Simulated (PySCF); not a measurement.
Molecule: C₈H₈Si, SMILES C#Cc1ccccc1[SiH3]. Atoms near the plane z = 0.8 Å, at the GFN2-xTB optimised geometry (x, y, z in Å): C1 (-2.3, -2.4, 0.0), C2 (-1.7, -1.3, 0.0), C3 (-1.0, -0.1, 0.0), C4 (-1.7, 1.1, 0.0), C5 (-1.0, 2.3, 0.0), C6 (0.4, 2.3, 0.0), C7 (1.1, 1.1, 0.0), C8 (0.4, -0.1, 0.0), Si9 (1.4, -1.7, 0.0), H10 (-2.8, -3.3, 0.0), H11 (-2.7, 1.1, 0.0), H12 (-1.6, 3.2, 0.0), H13 (0.9, 3.3, 0.0), H14 (2.2, 1.1, 0.0), H16 (2.8, -1.4, 0.0), H17 (1.1, -2.5, 1.2).

Level of theory: PySCF 2.14.0 with PBE/def2-SVP. The values are rescaled to run from 0 to 1.

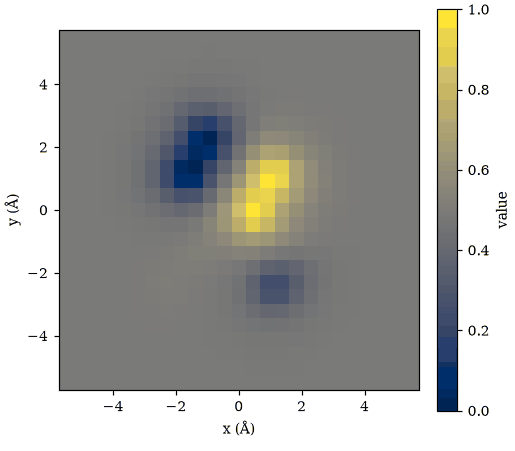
Fig. 1. a field on the plane z = 0.8 Å.

**Question.** Which quantity is mapped?
A) an orbital amplitude
B) electrostatic potential
C) electron localisation function
D) deformation density (molecule minus spherical neutral atoms)

**Answer.** A, an orbital amplitude. In full: HOMO−1 amplitude (bohr^(-3/2)).
